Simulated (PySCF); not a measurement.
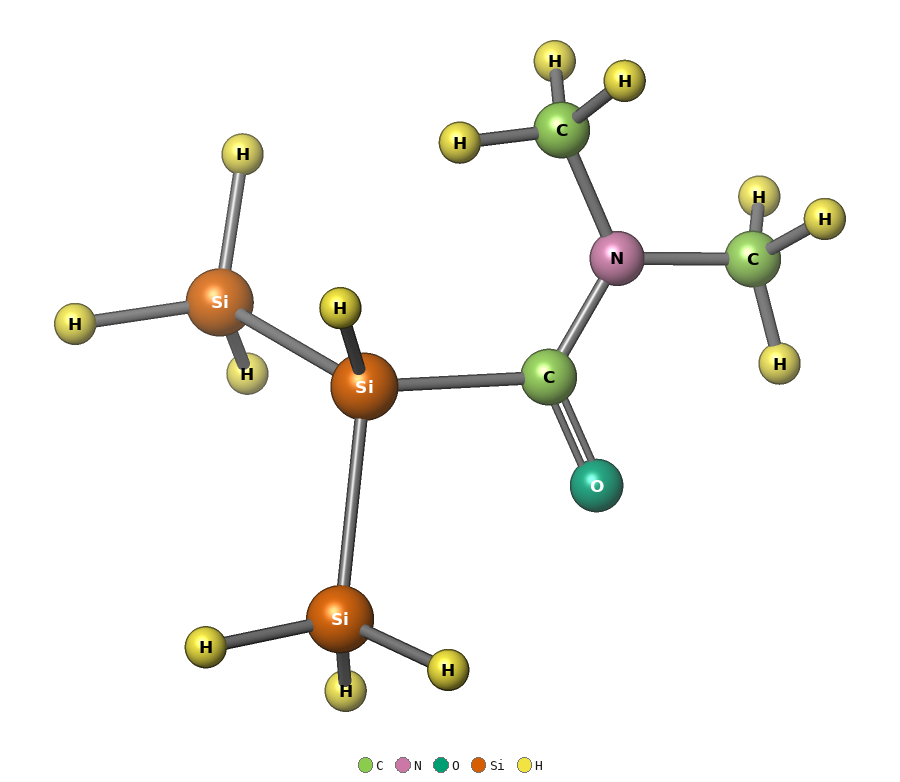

Orthographic view. Atoms fade into the background with distance from the viewer. Computed geometry: PBE0-D3(BJ)/def2-SVP optimisation. No frequency run is at hand to confirm it as a minimum.

Question: Write the InChI string.

Answer: InChI=1S/C3H13NOSi3/c1-4(2)3(5)8(6)7/h8H,1-2,6-7H3
